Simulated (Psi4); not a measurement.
# Si2H6 (disilane), step by step, part 2 of 2

Psi4 1.11. Earlier steps stand in the parts before.

## Step 5: The doublet anion: a single-point energy at UPBE0/def2-SVPD (density fitting) (run 4)

The input, run.py:

```python
import psi4

psi4.set_memory(1600000000)
psi4.set_num_threads(1)
psi4.set_output_file('output.dat', False)

molecule = psi4.geometry("""
-1 2
Si    -0.64555690     0.92931818    -1.90496110
Si     0.68902438    -0.95615607     1.87868823
H      1.58479614     1.79946336    -3.40594410
H     -2.11286688    -0.92058008    -3.45720292
H     -2.29343588     3.15923280    -1.36040061
H      2.16039160     0.89234946     3.42875310
H      2.33307666    -3.18889205     1.33412586
H     -1.54151763    -1.82210983     3.38182364
units au
symmetry c1
""")

psi4.set_options(dict(basis='def2-SVPD', reference='uks'))

result = psi4.energy('PBE0')
print(f'PBE0 energy: {result:.10f} Eh')
```

The run is started by

```
$ python run.py
```

output.dat:

```text
[...]
  Running in c1 symmetry.
[...]
  Nuclear repulsion =   90.413112993757679
[...]
  Multiplicity = 2
[...]
  Nalpha       = 18
  Nbeta        = 17
[...]
    Number of basis functions: 96
[...]
   @DF-UKS iter   1:  -581.95335527089503   -2.95370e-01   3.51869e-03 DIIS/ADIIS
[...]
   @DF-UKS iter  10:  -582.08452362291450   -3.12088e-07   6.00249e-07 DIIS
[...]
   @S^2 Observed:                7.515946826E-01
[...]
    Orbital Energies [Eh]
    ---------------------
    Alpha Occupied:
       1A    -66.073660     2A    -66.073639     3A     -5.166920
       4A     -5.166862     5A     -3.503954     6A     -3.503406
       7A     -3.503374     8A     -3.503373     9A     -3.503343
      10A     -3.503343    11A     -0.424803    12A     -0.361051
      13A     -0.218870    14A     -0.218866    15A     -0.193181
      16A     -0.193177    17A     -0.148725    18A      0.096501
    Alpha Virtual:
      19A      0.138390    20A      0.160932    21A      0.160936
      22A      0.182632    23A      0.182638    24A      0.186036
      25A      0.206503    26A      0.247242    27A      0.247247
[...]
  @DF-UKS Final Energy:  -582.08452362291450
   => Energetics <=
    Nuclear Repulsion Energy =             90.4131129937576787
    One-Electron Energy =                -991.1152504388564921
    Two-Electron Energy =                 351.7788858178757323
    DFT Exchange-Correlation Energy =     -33.1612719956913864
    Empirical Dispersion Energy =           0.0000000000000000
    VV10 Nonlocal Energy =                  0.0000000000000000
    Total Energy =                       -582.0845236229146167
[...]
 Multipole Moments:
 ------------------------------------------------------------------------------------
     Multipole            Electronic (a.u.)      Nuclear  (a.u.)        Total (a.u.)
 ------------------------------------------------------------------------------------
 L = 1.  Multiply by 2.5417464519 to convert [e a0] to [Debye]
 Dipole X            :          0.0000335            0.0000186            0.0000521
 Dipole Y            :         -0.0000922           -0.0000101           -0.0001024
 Dipole Z            :          0.0002122           -0.0000118            0.0002004
 Magnitude           :                                                    0.0002310
[...]
```

Standard output:

```text
PBE0 energy: -582.0845236229 Eh
```

It took 9.6 s on 1 thread of Intel Xeon Platinum 8488C (Sapphire Rapids), shared host; peak memory 0.67 GiB.

## Step 6: The doublet anion: a structure relaxation at UPBE0/def2-SVPD (density fitting) (run 5)

The input, input.in:

```
memory 1600 MB

molecule m {
  -1 2
  Si
  Si 1 2.34588
  H 1 1.495296 2 110.28704
  H 1 1.495296 3 108.64282 2 -120.9876
  H 1 1.495295 4 108.64317 3 118.02576
  H 2 1.495297 1 110.28707 5 -60.10338
  H 2 1.495295 6 108.64218 1 120.98727
  H 2 1.495299 7 108.64145 6 -118.02734
  symmetry c1
}

set {
  basis        def2-SVPD
  reference    uks
  geom_maxiter 50
}

opt("pbe0")
```

The run is started by

```
$ psi4 -i input.in -o input.out -n 1
```

input.out:

```text
[...]
  Running in c1 symmetry.
[...]
  Nuclear repulsion =   90.413119740982097
[...]
  Multiplicity = 2
[...]
  Nalpha       = 18
  Nbeta        = 17
[...]
    Number of basis functions: 96
[...]
   @DF-UKS iter   1:  -581.95335387413922   -2.95370e-01   3.51869e-03 DIIS/ADIIS
[...]
   @DF-UKS iter   7:  -582.11430394273452   -4.32010e-12   2.99834e-09 DIIS
[...]
   @S^2 Observed:                7.592396654E-01
[...]
    Orbital Energies [Eh]
    ---------------------
    Alpha Occupied:
       1A    -66.047090     2A    -66.047071     3A     -5.134696
       4A     -5.134693     5A     -3.471932     6A     -3.471930
       7A     -3.471847     8A     -3.471845     9A     -3.471208
      10A     -3.471019    11A     -0.374028    12A     -0.327344
      13A     -0.174844    14A     -0.163032    15A     -0.161579
      16A     -0.150933    17A     -0.100789    18A      0.037096
    Alpha Virtual:
      19A      0.160718    20A      0.179496    21A      0.195023
      22A      0.197592    23A      0.212257    24A      0.237327
      25A      0.239149    26A      0.270230    27A      0.272375
[...]
  @DF-UKS Final Energy:  -582.11430394273452
   => Energetics <=
    Nuclear Repulsion Energy =             85.6104588317508473
    One-Electron Energy =                -982.7811635234406822
    Two-Electron Energy =                 348.2265393608015529
    DFT Exchange-Correlation Energy =     -33.1701386118462196
    Empirical Dispersion Energy =           0.0000000000000000
    VV10 Nonlocal Energy =                  0.0000000000000000
    Total Energy =                       -582.1143039427345229
[...]
 Multipole Moments:
 ------------------------------------------------------------------------------------
     Multipole            Electronic (a.u.)      Nuclear  (a.u.)        Total (a.u.)
 ------------------------------------------------------------------------------------
 L = 1.  Multiply by 2.5417464519 to convert [e a0] to [Debye]
 Dipole X            :          0.0000767           -0.0000553            0.0000213
 Dipole Y            :          0.0002627           -0.0002629           -0.0000002
 Dipole Z            :          0.0000631            0.0000654            0.0001285
 Magnitude           :                                                    0.0001302
[...]
  -Total Gradient:
     Atom            X                  Y                   Z
    ------   -----------------  -----------------  -----------------
       1        0.000005556890    -0.000057583287     0.000025532602
       2       -0.000002696908     0.000057757878    -0.000024721249
       3        0.000002812446     0.000026021468    -0.000063615669
       4       -0.000008004393     0.000025502601     0.000002855162
       5       -0.000004961504     0.000013230072    -0.000002024427
       6        0.000008155442    -0.000025612249    -0.000001585684
       7        0.000004414883    -0.000012552473     0.000001478088
       8       -0.000005281940    -0.000026764835     0.000062078984
[...]
    Final optimized geometry and variables:
    Molecular point group: c1
    Full point group: C1
    Geometry (in Angstrom), charge = -1, multiplicity = 2:
    SI
    SI            1    2.519642
    H             1    1.569556      2  145.567361
    H             1    1.519053      3   99.073701      2 -127.783477
    H             1    1.519111      4  102.584827      3  101.499091
    H             2    1.519053      1  102.244976      5  -74.026931
    H             2    1.519108      6  102.584084      1  105.719894
    H             2    1.569537      7   99.081406      6 -101.496331
    Psi4 run time: 0:03:42.95
[...]
```

The script printed:

```text
Optimizer: Optimization complete!
```

Wall time 3.7 min (1 thread of Intel Xeon Platinum 8488C (Sapphire Rapids), shared host); peak memory 0.71 GiB.

The path in brief:

```
step  energy from the first frame kept (eV)  largest force (eV/Å)
   0                                 0.0000                0.9910
   2                                -0.1912                0.2068
   4                                -0.3038                0.2758
   6                                -0.3304                0.2155
   8                                -0.3353                0.0098
  10                                -0.3354                0.0203
  12                                -0.4238                0.6044
  14                                -0.4963                0.5257
  16                                -0.5401                0.6893
  18                                -0.7581                0.6880
  20                                -0.7870                0.5322
  22                                -0.8030                0.1272
  24                                -0.8103                0.0229
  25                                -0.8104                0.0035
```

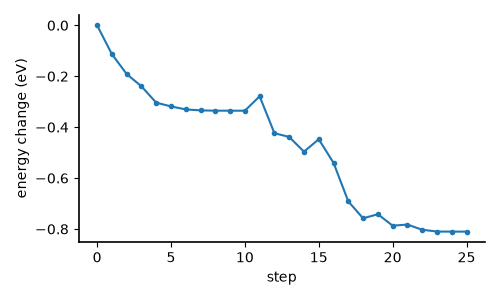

Energy along the run.

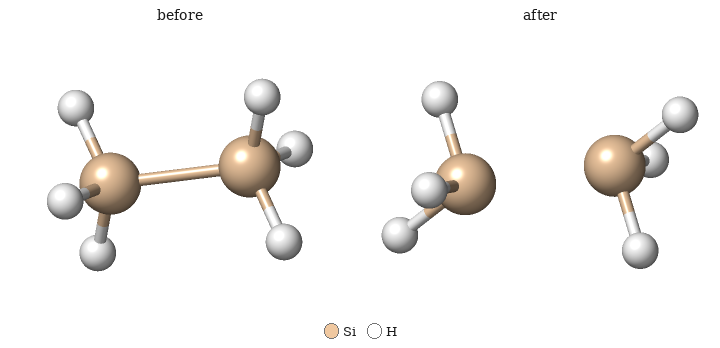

Before and after, at one scale.

After the run. Bond lengths: Si1–Si2 2.520 Å, Si1–H3 1.570 Å, Si1–H4 1.519 Å, Si1–H5 1.519 Å, Si2–H6 1.519 Å, Si2–H7 1.519 Å, Si2–H8 1.570 Å. Some angles: Si1–Si2–H6 102.2°, Si1–Si2–H7 102.3°, Si1–Si2–H8 145.6°, Si2–Si1–H3 145.6°, Si2–Si1–H4 102.2°, Si2–Si1–H5 102.2°, H6–Si2–H7 102.6°, H6–Si2–H8 99.1°, H7–Si2–H8 99.1°, H3–Si1–H4 99.1°.

## Step 7: Summary of results

This closing draws on all 2 parts.

| quantity | value |
| --- | --- |
| run 1, PBE0/def2-SVPD: total energy at the end | -582.13850 Eh |
| run 1, PBE0/def2-SVPD: dipole moment | 0.00 D |
| run 1, PBE0/def2-SVPD: HOMO energy | -8.40 eV |
| run 1, PBE0/def2-SVPD: LUMO energy | 0.33 eV |
| run 1, PBE0/def2-SVPD: HOMO–LUMO gap | 8.73 eV |
| doublet cation, run 2: total energy | -581.75167 Eh |
| doublet cation, run 2: HOMO energy (highest over α and β) | -15.38 eV |
| doublet cation, run 2: LUMO energy (lowest over α and β) | -12.59 eV |
| doublet cation, run 2: ⟨S²⟩ | 0.753 |
| doublet cation, run 3: total energy at the end | -581.78628 Eh |
| doublet cation, run 3: HOMO energy (highest over α and β) | -13.84 eV |
| doublet cation, run 3: LUMO energy (lowest over α and β) | -10.50 eV |
| doublet anion, run 4: total energy | -582.08452 Eh |
| doublet anion, run 4: HOMO energy (highest over α and β) | 2.63 eV |
| doublet anion, run 4: LUMO energy (lowest over α and β) | 3.77 eV |
| doublet anion, run 4: ⟨S²⟩ | 0.752 |
| doublet anion, run 5: total energy at the end | -582.11430 Eh |
| doublet anion, run 5: HOMO energy (highest over α and β) | 1.01 eV |
| doublet anion, run 5: LUMO energy (lowest over α and β) | 3.49 eV |
| doublet anion, run 5: ⟨S²⟩ | 0.759 |
| adiabatic electron affinity (to the doublet anion, no zero-point term) | -0.658 eV |
| adiabatic ionisation energy (to the doublet cation, no zero-point term) | 9.584 eV |

**Reading.** The adiabatic electron affinity (to the doublet anion, no zero-point term) is −0.66 eV (−15.2 kcal/mol). A negative value puts this state of the anion above the relaxed parent: the electron is not bound at this level, and such a value depends on the basis. The adiabatic ionisation energy (to the doublet cation, no zero-point term) is 9.58 eV (221 kcal/mol). The measured adiabatic value is 9.74 eV (NIST CCCBDB), which includes the change in zero-point energy. The optimisation (run 1, PBE0/def2-SVPD) took 2 steps and changed the energy by -0.003 eV. The optimisation (doublet cation, run 3) took 8 steps and changed the energy by -0.942 eV.
